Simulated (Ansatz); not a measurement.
**Sc5AlN6: density, localisation and related maps**

Input

```
crystal:
  lattice:
    - [3.1471205252, 0.0, 0.0]
    - [-1.5735602626, 2.7254863236, 0.0]
    - [0.0, 0.0, 15.361785309]
  atoms:
    - { symbol: Sc, position: [0.3333333333, 0.6666666667, 0.8294803344] }
    - { symbol: Sc, position: [0.6666666667, 0.3333333333, 0.6587429112] }
    - { symbol: Sc, position: [0.3333333333, 0.6666666667, 0.3412570888] }
    - { symbol: Sc, position: [0.6666666667, 0.3333333333, 0.1705196656] }
    - { symbol: Sc, position: [0.0, 0.0, 0.0] }
    - { symbol: Al, position: [0.0, 0.0, 0.5] }
    - { symbol: "N", position: [0.0, 0.0, 0.7441588808] }
    - { symbol: "N", position: [0.3333333333, 0.6666666667, 0.5736765987] }
    - { symbol: "N", position: [0.6666666667, 0.3333333333, 0.4263234013] }
    - { symbol: "N", position: [0.0, 0.0, 0.2558411192] }
    - { symbol: "N", position: [0.3333333333, 0.6666666667, 0.0852735684] }
    - { symbol: "N", position: [0.6666666667, 0.3333333333, 0.9147264316] }
basis:
  ecutwfc: 420
kpoints:
  mp_grid: { grid: [12, 12, 4] }
  band_path:
    path:
      - [[0.0, 0.0, 0.0], [0.5, 0.0, 0.0], [0.33333333, 0.33333333, 0.0], [0.0, 0.0, 0.0], [0.0, 0.0, 0.5], [0.5, 0.0, 0.5], [0.33333333, 0.33333333, 0.5], [0.0, 0.0, 0.5]]
      - [[0.5, 0.0, 0.5], [0.5, 0.0, 0.0]]
      - [[0.33333333, 0.33333333, 0.5], [0.33333333, 0.33333333, 0.0]]
    npoints: 10
hamiltonian:
  xc: pbe
scf:
  occupations: { method: gaussian, width: 0.01 }
  n_extra_bands: 30
output:
  forces: true
  stress: true
  eigenvalues: true
  populations: true
  dos: { projected: true, de: 0.02, nscf_kmesh: { grid: [15, 15, 5] } }
  bader: false
  write_density: true
  write_potential: true
  elf: true
  volumetric_format: npy
```

Command:

```sh
ansatz run input.yaml --threads 1 --pin off --max-ram 2560MiB --backend cpu --events-out ev --progress --plain --runs-dir out
```

Below, planes, directions and counts refer to the conventional cell (a = 3.15 Å, b = 3.15 Å, c = 15.36 Å, α = 90.00°, β = 90.00°, γ = 120.00°).

Space group P-3m1; a structure generated by program, which may or may not match a known phase.

The calculation used DFT PBE, scalar-relativistic, plane waves, PAW in Ansatz 0.2.0.

In a PAW calculation such maps are meaningful between the atoms, not at the nuclei.

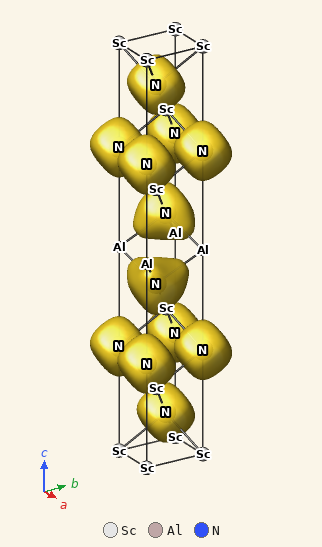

Figure 1. Isosurface of the electron localisation function at 0.6 (yellow), seen slightly off an axis. Only the valence region is drawn (cores and ρ < 0.01 e/Å³ removed). Sticks mark near contacts.

### Describe the localisation domains.

The surface consists of two regions on N in which the atom's valence shell and bonds are merged and four regions wrapped around N (the valence shell of each), counted in one cell of 12 atoms. Regions shared between cells count once. Profiles from the grid: Al–N (2.14 Å): the ELF peaks at about 0.85 in the valence shell of N, 0.7 Å from its nucleus, and is about 0.80 at the midpoint. Sc–N (2.24 Å): the ELF peaks at about 0.80 in the valence shell of N, 0.7 Å from its nucleus, and is about 0.20 at the midpoint (no localised pair shows between them).

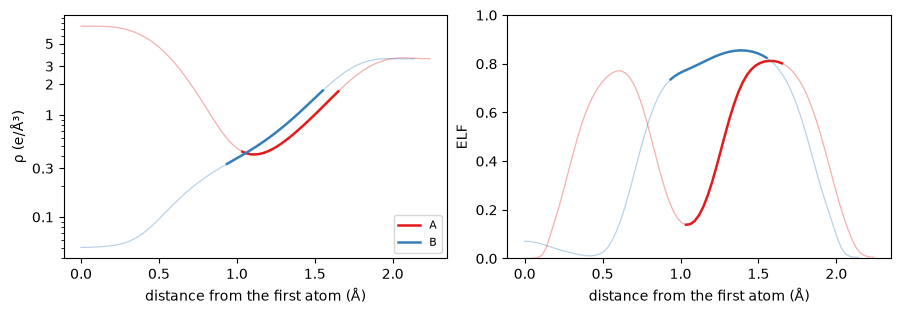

Figure 2. Valence charge density (pseudo) and electron localisation function along straight lines between neighbouring atoms. Thin, pale parts lie inside the atomic spheres.

### Which curve belongs to which contact (Al–N and Sc–N)? The first atom named is at distance zero.

Curve A: Sc–N (2.24 Å): the density is about 0.41 e/Å³ at the midpoint; the ELF peaks at about 0.80 in the valence shell of N, 0.7 Å from its nucleus, and is about 0.20 at the midpoint: no shared electron pair shows on this line. Curve B: Al–N (2.14 Å): the density is about 0.43 e/Å³ at the midpoint; the ELF peaks at about 0.85 in the valence shell of N, 0.7 Å from its nucleus, and is about 0.80 at the midpoint.
